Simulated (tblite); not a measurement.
# C4H13GeNSi: the cost of one run

Programs: tblite 0.8.0 and PySCF 2.14.0, with density-fitted response routines of our own. Each step states its level of theory. These are calculated values for one molecule in the gas phase, unless marked as measured. Atoms are numbered from 0 throughout.

### 1 The starting structure

20 atoms, charge 0, multiplicity 1; geometry from: force field or distance geometry start.

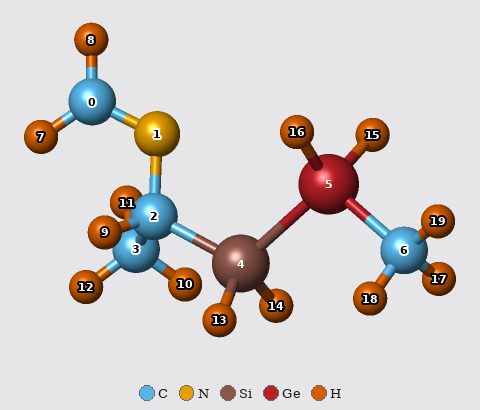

The starting geometry (carbon blue, nitrogen amber, silicon brown, germanium red, hydrogen orange), atoms numbered.

### 2 Geometry optimisation with GFN2-xTB

What the job is given:

```
{"job": {"kind": "relax", "xc": "GFN2-xTB", "basis": "xTB"}, "charge": 0, "multiplicity": 1}
C     -2.866600    -0.331800    -1.572300
N     -1.670600    -0.494300    -1.136100
C     -1.327300     0.333300     0.001000
C     -2.035600    -0.137800     1.252700
Si     0.458700     0.418600     0.401000
Ge     1.850000    -0.432700    -1.208900
C      3.664800     0.116100    -0.708000
H     -3.513100     0.401700    -1.081600
H     -3.180900    -0.935000    -2.419600
H     -1.723500     1.362600    -0.204100
H     -1.273800    -0.465300     1.996000
H     -2.704800    -1.005400     1.025000
H     -2.591500     0.706100     1.697000
H      0.828500     1.836800     0.580000
H      0.712300    -0.256900     1.688000
H      1.856200    -1.982200    -1.261500
H      1.597800     0.099800    -2.617500
H      3.981300    -0.466200     0.197400
H      3.559700     1.175200    -0.325100
H      4.373200     0.068100    -1.535600
```

Launch:

```bash
$ OMP_NUM_THREADS=1 python probes_run.py task.json out
```

This one command runs all jobs of the session in turn.

**Question.** How long does this first job take on 1 thread of Arm Neoverse V1, shared host, and how much memory does it need?

About 2 s, with a peak of 0.18 GiB.
